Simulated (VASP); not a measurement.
# Si3Os: structure and properties in VASP

What structure does Si3Os take at this level, and what are its properties? The steps: rough relaxation of the start cell, relaxing cell and atoms (TPSS), single point with fields (TPSS), band structure (TPSS), density of states (TPSS) and bands along the symmetry lines (HSE06). The cell is invented: other elements were put on sites of a known structure type. It may not be a known or stable phase. Left out of this account: 1 further run (bands with TPSS: it shows nothing beyond the runs told).

Program: VASP 6.6.1. Level of theory: TPSS; plane waves and PAW (Si, Os), in the first sound run; inputs show where later runs differ. Results are calculated unless marked as measured.

### Step 1. Set-up

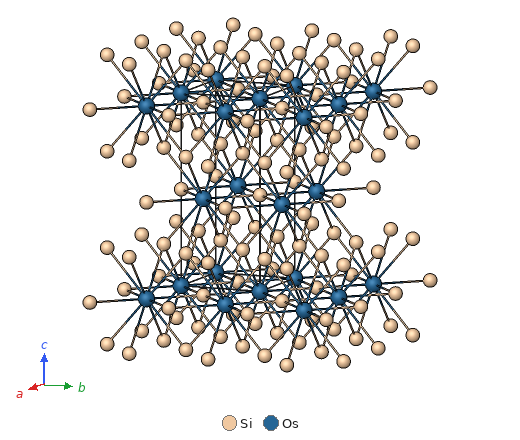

The starting structure, seen slightly off an axis (silicon light orange, osmium blue). 2×2×1 cells are drawn. This picture shows the conventional cell, with its axes. Some periodic images of atoms are drawn too.

Structure file:

```
Si Os
1.0
    -1.93767    1.93767    4.40236
     1.93767   -1.93767    4.40236
     1.93767    1.93767   -4.40236
Si Os
3 1
Direct
  0.50000 0.50000 0.00000
  0.75000 0.25000 0.50000
  0.25000 0.75000 0.50000
  0.00000 0.00000 0.00000
```

### Step 2. Rough relaxation of the start cell

The start is only an estimate, so a cheap relaxation brings it near a minimum before any careful run. TPSS is an older meta-GGA.

INCAR reads:

```
SYSTEM = Si3Os
PREC = Normal
ENCUT = 400
EDIFF = 1E-05
NELM = 60
ISMEAR = 0
SIGMA = 0.05
LREAL = .FALSE.
ALGO = Normal
METAGGA = TPSS
LASPH = .TRUE.
NBANDS = 16
LORBIT = 11
LWAVE = .FALSE.
LCHARG = .FALSE.
KPAR = 2
IBRION = 2
NSW = 40
ISIF = 3
EDIFFG = -0.04
```

POSCAR reads:

```
Si3Os
1.0
   -1.9376670400      1.9376670400      4.4023591500
    1.9376670400     -1.9376670400      4.4023591500
    1.9376670400      1.9376670400     -4.4023591500
Si Os
3 1
Direct
    0.5000000000      0.5000000000      0.0000000000
    0.7500000000      0.2500000000      0.5000000000
    0.2500000000      0.7500000000      0.5000000000
    0.0000000000      0.0000000000      0.0000000000
```

KPOINTS reads:

```
Automatic mesh
0
Gamma
6 6 6
0 0 0
```

Potentials, in the order of the species: Si and Os (PBE family, release 64).

Command:

```
$ mpirun -np 2 vasp_std
```

The log of the run:

```text
[banner, memory and clock lines left out]
running    2 mpi-ranks, on    1 nodes
 distrk:  each k-point on    1 cores,    2 groups
 distr:  one band on    1 cores,    1 groups

 POSCAR found type information on POSCAR SiOs
 POSCAR found :  2 types and       4 ions
|                                                                             |
|               ----> ADVICE to this user running VASP <----                  |
|                                                                             |
|     You enforced a specific xc type in the INCAR file but a different       |
|     [... a line on the potential file left out ...]
|     I HOPE YOU KNOW WHAT YOU ARE DOING!                                     |
|                                                                             |

 LDA part: xc-table for (None), standard interpolation
 POSCAR, INCAR and KPOINTS ok, starting setup
 FFT: planning ... GRIDC
 FFT: planning ... GRID_SOFT
 FFT: planning ... GRID
 WAVECAR not read
 entering main loop
       N       E                     dE             d eps       ncg     rms          rms(c)
DAV:   1     0.955941962249E+02    0.95594E+02   -0.86032E+03   968   0.113E+03
DAV:   2    -0.841507163937E+01   -0.10401E+03   -0.98645E+02  1248   0.295E+02
DAV:   3    -0.163810871518E+02   -0.79660E+01   -0.76382E+01  1432   0.751E+01
DAV:   4    -0.166240203392E+02   -0.24293E+00   -0.24049E+00  1336   0.146E+01
DAV:   5    -0.166309950480E+02   -0.69747E-02   -0.69714E-02  1536   0.219E+00    0.113E+01
DAV:   6    -0.392334638383E+02   -0.22602E+02   -0.41195E+01   960   0.718E+01    0.640E+00
DAV:   7    -0.391732131373E+02    0.60251E-01   -0.20245E+00  1560   0.862E+00    0.277E+00
DAV:   8    -0.390427001942E+02    0.13051E+00   -0.85652E-01  1456   0.638E+00    0.248E+00
DAV:   9    -0.390294573974E+02    0.13243E-01   -0.19838E-01  1344   0.338E+00    0.641E-01
DAV:  10    -0.390225212399E+02    0.69362E-02   -0.28746E-02  1384   0.135E+00    0.236E-01
DAV:  11    -0.390228720653E+02   -0.35083E-03   -0.11211E-03  1088   0.244E-01    0.118E-01
DAV:  12    -0.390228973044E+02   -0.25239E-04   -0.13777E-04  1368   0.787E-02    0.579E-02
DAV:  13    -0.390228836486E+02    0.13656E-04   -0.58321E-05  1104   0.629E-02    0.929E-03
DAV:  14    -0.390228850541E+02   -0.14055E-05   -0.40943E-06   584   0.164E-02
   1 F= -.39022885E+02 E0= -.39020826E+02  d E =-.390229E+02
 curvature:   0.00 expect dE= 0.000E+00 dE for cont linesearch  0.000E+00
 trial: gam= 0.00000 g(F)=  0.316E-48 g(S)=  0.322E+01 ort = 0.000E+00 (trialstep = 0.100E+01)
 search vector abs. value=  0.322E+01
 bond charge predicted
       N       E                     dE             d eps       ncg     rms          rms(c)
DAV:   1    -0.460308139315E+02   -0.70079E+01   -0.17317E+02   976   0.938E+01    0.412E+01
DAV:   2    -0.413477458096E+02    0.46831E+01   -0.42264E+01  1352   0.495E+01    0.891E+00
DAV:   3    -0.403066076038E+02    0.10411E+01   -0.52490E+00  1400   0.210E+01    0.470E+00
DAV:   4    -0.400087156477E+02    0.29789E+00   -0.83745E-01  1152   0.778E+00    0.252E+00
DAV:   5    -0.400103428471E+02   -0.16272E-02   -0.19699E-02  1144   0.109E+00    0.141E+00
DAV:   6    -0.400099177194E+02    0.42513E-03   -0.15631E-02  1072   0.703E-01    0.163E-01
DAV:   7    -0.400098427328E+02    0.74987E-04   -0.53955E-04  1200   0.228E-01    0.854E-02
DAV:   8    -0.400098408989E+02    0.18339E-05   -0.38807E-05  1184   0.434E-02
   2 F= -.40009841E+02 E0= -.40009392E+02  d E =-.986956E+00
[... from here on, the cycles between the ionic steps are left out ...]
   3 F= -.40385319E+02 E0= -.40384449E+02  d E =-.136243E+01
   4 F= -.40742729E+02 E0= -.40741499E+02  d E =-.357410E+00
   5 F= -.40742968E+02 E0= -.40741360E+02  d E =-.357649E+00
   6 F= -.40782945E+02 E0= -.40781638E+02  d E =-.399765E-01
   7 F= -.40833581E+02 E0= -.40832406E+02  d E =-.906125E-01
   8 F= -.40833636E+02 E0= -.40832528E+02  d E =-.906676E-01
   9 F= -.40845887E+02 E0= -.40844254E+02  d E =-.122507E-01
 trial-energy change:   -0.012251  1 .order   -0.011682   -0.013996   -0.009368
 step:   1.6032(harm=  2.6138)  dis= 0.00000  next Energy=   -40.850246 (dE=-0.166E-01)
 bond charge predicted
       N       E                     dE             d eps       ncg     rms          rms(c)
DAV:   1    -0.408538876252E+02   -0.79954E-02   -0.43869E-01  1200   0.435E+00    0.309E-01
DAV:   2    -0.408509241756E+02    0.29634E-02   -0.82515E-03  1224   0.644E-01    0.169E-01
DAV:   3    -0.408503514808E+02    0.57269E-03   -0.17759E-03  1352   0.292E-01    0.629E-02
DAV:   4    -0.408503045514E+02    0.46929E-04   -0.27362E-04  1296   0.132E-01    0.329E-02
DAV:   5    -0.408503006784E+02    0.38731E-05   -0.32937E-05  1096   0.383E-02
  10 F= -.40850301E+02 E0= -.40848732E+02  d E =-.166648E-01
 curvature:  -1.19 expect dE=-0.257E-03 dE for cont linesearch -0.134E-04
 trial: gam=-0.06765 g(F)=  0.277E-47 g(S)=  0.217E-03 ort = 0.499E-03 (trialstep = 0.101E+01)
 search vector abs. value=  0.250E-03
 reached required accuracy - stopping structural energy minimisation
```

Run time: 2.2 min. Hardware: 2 MPI ranks of Intel Xeon 6975P-C (Granite Rapids), shared host; peak memory 0.34 GiB; 4.4 min of CPU time.

The logs omit lines about the potential files and the build; timing stands in the text.

From OUTCAR (step 2):

```text
ion  position               nearest neighbor table
   1  0.500  0.500  0.000-   4 2.74   4 2.74   4 2.74   4 2.74   3 2.93   2 2.93   3 2.93   2 2.93
                             3 2.93   3 2.93   2 2.93   2 2.93
   2  0.750  0.250  0.500-   3 2.74   3 2.74   3 2.74   3 2.74   4 2.93   1 2.93   4 2.93   4 2.93
                             1 2.93   1 2.93   4 2.93   1 2.93
   3  0.250  0.750  0.500-   2 2.74   2 2.74   2 2.74   2 2.74   4 2.93   1 2.93   4 2.93   1 2.93
                             4 2.93   4 2.93   1 2.93   1 2.93
   4  0.000  0.000  0.000-   1 2.74   1 2.74   1 2.74   1 2.74   3 2.93   2 2.93   3 2.93   3 2.93
                             2 2.93   2 2.93   3 2.93   2 2.93

  LATTYP: Found a body centered tetragonal cell.
 ALAT       =     3.8753340800
 C/A-ratio  =     2.2719894900

 Subroutine GETGRP returns: Found 16 space group operations
 (whereof 16 operations were pure point group operations)

The static configuration has the point symmetry D_4h.

 Found     30 irreducible k-points:

   k-points           NKPTS =     30   k-points in BZ     NKDIM =     30   number of bands    NBANDS=     16

   dimension x,y,z NGX =    28 NGY =   28 NGZ =   28
   dimension x,y,z NGXF=    56 NGYF=   56 NGZF=   56

   ENCUT  =  400.0 eV  29.40 Ry    5.42 a.u.   8.46  8.46  8.46*2*pi/ulx,y,z

   NELECT =      20.0000    total number of electrons

 k-points in reciprocal lattice and weights: Automatic mesh
   0.00000000  0.00000000  0.00000000       0.005
   0.16666667 -0.00000000  0.00000000       0.037
   0.33333333 -0.00000000  0.00000000       0.037
   0.50000000 -0.00000000  0.00000000       0.019
   0.16666667  0.16666667  0.00000000       0.037
   0.33333333  0.16666667  0.00000000       0.074
   0.50000000  0.16666667  0.00000000       0.074
  -0.33333333  0.16666667  0.00000000       0.074
  -0.16666667  0.16666667  0.00000000       0.019
[...]
-0.33333333 -0.33333333  0.33333333       0.009
   0.50000000  0.50000000  0.50000000       0.005

 average (electrostatic) potential at core
       1 -79.7040       2 -79.6286       3 -79.6286       4 -42.2485

 E-fermi :  11.1178

 k-point     1 :       0.0000    0.0000    0.0000
  band No.  band energies     occupation
    ...
      6       6.9154      2.00000
      7       8.2585      2.00000
      8       8.2700      2.00000
      9       9.3871      2.00000
     10       9.3871      2.00000
     11      11.5377      0.00000
     12      12.1342      0.00000
     13      13.6126      0.00000
     14      13.6126      0.00000
     15      15.2358      0.00000
    ...

 k-point     2 :       0.1667   -0.0000    0.0000
  band No.  band energies     occupation
    ...
      7       8.0144      2.00000
      8       8.3128      2.00000
      9       9.8437      2.00000
     10      10.3972      2.00000
     11      10.6311      2.00000
     12      12.9306      0.00000
     13      13.1336      0.00000
     14      14.4986      0.00000
     15      14.9726      0.00000
     16      15.1418      0.00000

 k-point     3 :       0.3333   -0.0000    0.0000
  band No.  band energies     occupation
    ...
      6       7.1526      2.00000
      7       7.8244      2.00000
      8       8.4256      2.00000
      9      10.5534      2.00000
     10      10.5575      2.00000
     11      11.2358      0.00084
     12      12.5452      0.00000
     13      13.3527      0.00000
     14      15.1728      0.00000
     15      15.6592      0.00000
    ...

  Total       -0.0648481     -0.0648481     -0.0978706      0.0000000     -0.0000000     -0.0000000
  in kB       -1.9756274     -1.9756274     -2.9816714      0.0000000     -0.0000000     -0.0000000
  external PRESSURE =      -2.3109754 kB  Pullay stress =       0.0000000 kB

  energy-cutoff  :      400.00
  volume of cell :       52.59
      direct lattice vectors                 reciprocal lattice vectors
    -1.930372471  1.930372471  3.528261881     0.000000000  0.259017370  0.141712837
     1.930372471 -1.930372471  3.528261881     0.259017370  0.000000000  0.141712837
     1.930372471  1.930372471 -3.528261881     0.259017370  0.259017370  0.000000000

 POSITION                                       TOTAL-FORCE (eV/Angst)
 -----------------------------------------------------------------------------------
      0.00000      0.00000      3.52826        -0.000000     -0.000000      0.000000
      0.00000      1.93037      1.76413         0.000000      0.000000     -0.000000
      1.93037      0.00000      1.76413         0.000000     -0.000000     -0.000000
      0.00000      0.00000      0.00000        -0.000000     -0.000000      0.000000
 -----------------------------------------------------------------------------------
    total drift:                                0.000000     -0.000000     -0.000000

  FREE ENERGIE OF THE ION-ELECTRON SYSTEM (eV)
  ---------------------------------------------------
  free  energy   TOTEN  =       -40.8503006784 eV

  energy  without entropy=      -40.8471638928  energy(sigma->0) =      -40.84873229

 reached required accuracy - stopping structural energy minimisation

 total charge
# of ion       s       p       d       tot
------------------------------------------
    1        0.783   0.792   0.000   1.575
    2        0.781   0.796   0.000   1.577
    3        0.781   0.796   0.000   1.577
    4        0.636   0.633   6.205   7.474
--------------------------------------------------
tot          2.981   3.017   6.205  12.204

[... 3 further parts left out ...]
```

The k-mesh is coarse for a metal. This relaxation is a rough one on cheap settings, only to bring the start near its minimum. The PAW data sets were made with PBE, which is usual practice but a small mismatch for other functionals. After so large a change of volume the plane waves of the start cell no longer fit, so the final stress carries a basis-set error. The run keeps the 16 symmetry operations of its start, so it cannot find a distortion of lower symmetry.

Relaxation path:

| step | energy less that of the first step (eV) | largest force (eV/Å) | pressure (GPa) | volume (Å³) |
| --- | --- | --- | --- | --- |
| 1 | 0.0000 | 0.0000 | -22.25 | 66.12 |
| 2 | -0.9870 | 0.0000 | 30.22 | 46.44 |
| 3 | -1.3624 | 0.0000 | 2.48 | 51.87 |
| 4 | -1.7198 | 0.0000 | 9.14 | 50.07 |
| 5 | -1.7201 | 0.0000 | 9.72 | 49.97 |
| 6 | -1.7601 | 0.0000 | -8.06 | 54.93 |
| 7 | -1.8107 | 0.0000 | -1.31 | 52.73 |
| 8 | -1.8108 | 0.0000 | -1.11 | 52.67 |
| 9 | -1.8230 | 0.0000 | -0.56 | 52.63 |
| 10 | -1.8274 | 0.0000 | -0.23 | 52.59 |

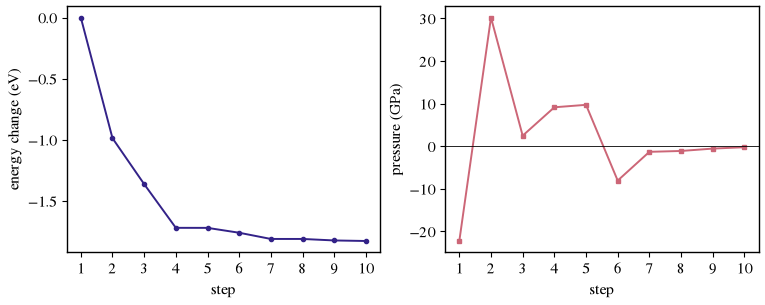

Energy and pressure along the relaxation.

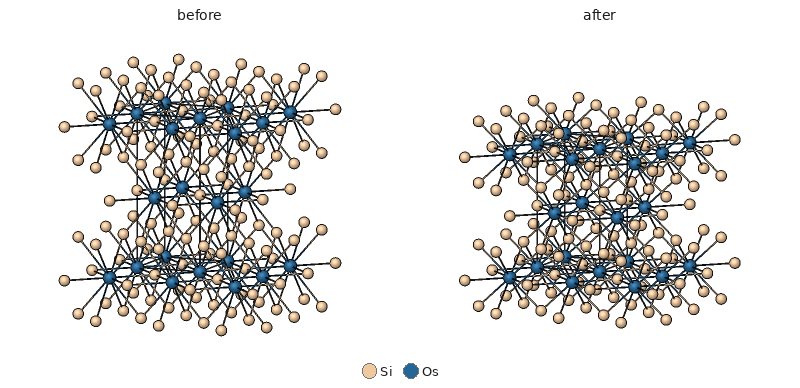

The structure before and after the relaxation, drawn at the same scale.

| cell as run | before | after | change |
| --- | --- | --- | --- |
| a (Å) | 5.186 | 4.461 | -14.0 % |
| b (Å) | 5.186 | 4.461 | -14.0 % |
| c (Å) | 5.186 | 4.461 | -14.0 % |
| α (°) | 136.12 | 128.72 | -5.4 % |
| β (°) | 136.12 | 128.72 | -5.4 % |
| γ (°) | 63.80 | 75.46 | +18.3 % |
| volume (Å³/atom) | 16.53 | 13.15 | -20.5 % |

Final coordinates:

```xyz
4
Lattice="-1.9304 1.9304 3.5283 1.9304 -1.9304 3.5283 1.9304 1.9304 -3.5283" Properties=species:S:1:pos:R:3 pbc="T T T"
Si    0.0000    0.0000    3.5283
Si    0.0000    1.9304    1.7641
Si    1.9304    0.0000    1.7641
Os    0.0000    0.0000    0.0000
```

Numbers from this step:

```yaml
electrons: 20
bands: 16
irreducible_k_points: 30
symmetry_operations: 16
free_energy_toten: -40.85 eV
energy_at_zero_smearing: -40.85 eV
fermi_energy: 11.12 eV
pressure: -0.2311 GPa
metallic: yes
scf_cycles_over_all_ionic_steps: 71
```

It ends with forces that vanish by symmetry and a pressure of -0.23 GPa.

(Part 1 of 4 ends here.)

[Lines on the potential files, build, host, timing and source positions are cut from VASP's logs without a mark.]

[Logs are printed without paths, hosts, clocks, repeated set-up lines and the standing remarks that a program may print on its own settings, such as how far it seeks lower states.]

[Hosts, paths, dates, database ids (printed as entryN), source tags and the programs' standing remarks are cut or masked in the printed files.]

[A measured line is paired with the nearest computed mode of its activity, which favours agreement.]
